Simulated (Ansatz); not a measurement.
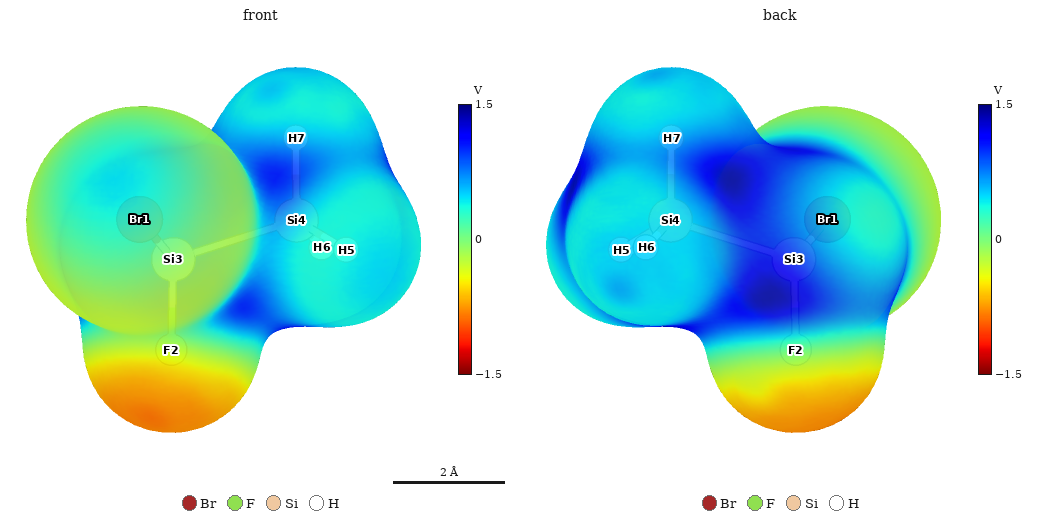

The picture shows: BrFH3Si2 (doublet). The electrostatic potential painted on the density surface at 0.002 e/bohr³, seen from the front and from behind; red is negative and blue positive.

Geometry: PBE0-D3(BJ)/def2-SVP.

Computed with isolated molecule in a Gaussian basis; Kohn-Sham density functional theory, functional PBE0 in Ansatz 0.2.0.

```xyz
7

Br    1.2477   -1.2172    4.1144
F     1.5165   -0.4191    1.0930
Si    1.5706   -1.7869    1.9800
Si   -0.2232   -3.1822    1.3354
H    -1.5244   -2.4750    1.5320
H    -0.0540   -3.5614   -0.0985
H    -0.1542   -4.3972    2.1988
```

**Where is the surface potential most negative and most positive?**

The most negative region (about −0.8 V) lies over F2, the most positive (about +1.3 V) over Si3 and Si4. Br1 shows a σ-hole: about +0.4 V at the tip opposite its bond, against about −0.2 V on its flanks.

**What dipole moment does the calculation give?**

Its dipole moment is 1.73 D.
